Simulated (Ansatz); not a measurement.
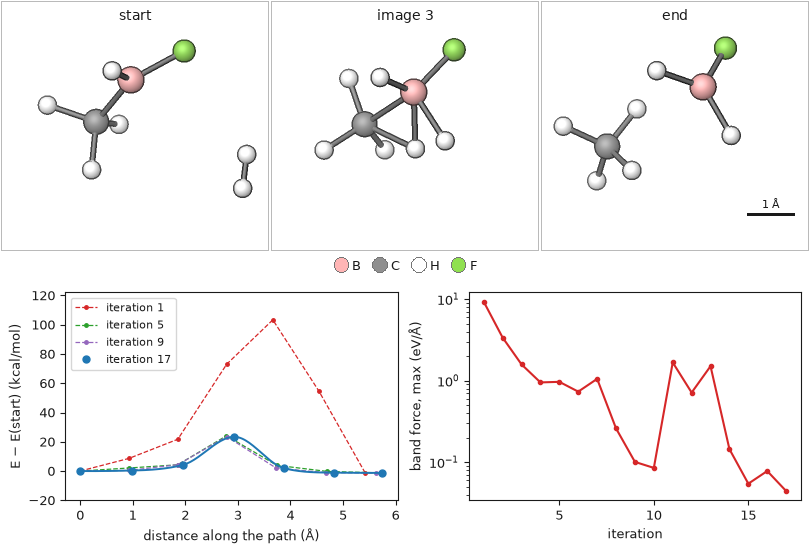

NEB run on CH6BF, made up of CH₄BF and H2. Images are numbered from 0 (start) to 6 (end). The plot follows the band through its iterations. Style: ball-and-stick. Shown at a tilt.

Method: Ansatz 0.2.0, RKS PBE-D4/def2-SVP. Settings: 5 movable images; climbing image; force threshold 0.05 eV/Å; iteration limit 60; spring constant 0.5 eV/Å²; starting path through a guess of the saddle point.

Did the band converge, and can the barrier be trusted?

Answer. The run is converged, with reservations. The band converged in 17 iterations. The largest component of the band force went from 9.3 to 0.044 eV/Å. The climbing image converged on the top of the path. Its curvatures weren't checked. The first iteration put the highest image at 103.3 kcal/mol. The highest point, image 3, lies 23.4 kcal/mol above the start and 24.7 kcal/mol above the end; the end is at −1.3 kcal/mol relative to the start.

Limits of the set-up: the start holds two separate molecules, 2.7 Å apart at their closest, whose relative position is a soft coordinate.
